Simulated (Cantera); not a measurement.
Feed: 1 mol Si₃N₄, 0.032 mol N₂O, 1.7 mol N₂, held at 11.0 Pa.

Cantera equilibrium calculation (NASA polynomials, part measured and part estimated; ideal gas, pure solids and liquids). Candidate condensed phases: Si, SiO₂, Si₂N₂O, Si₃N₄; 16 gas species. Mutual solubility and eutectic melting of coexisting phases are not modelled. The tables' values for SiN are old estimates; treat these amounts as uncertain. Kinetics and transport are ignored.

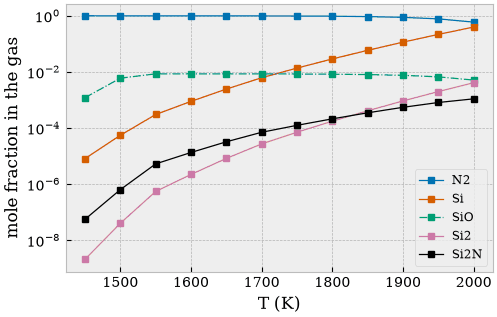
Figure. Equilibrium gas composition (values under 1e-9 drawn at 1e-9)

**Question.** Read off the mole fractions at 1950 K.

**Answer.** N₂ about 0.77, Si about 0.22, SiO about 0.0066, Si₂ about 0.0020, Si₂N about 0.00081.
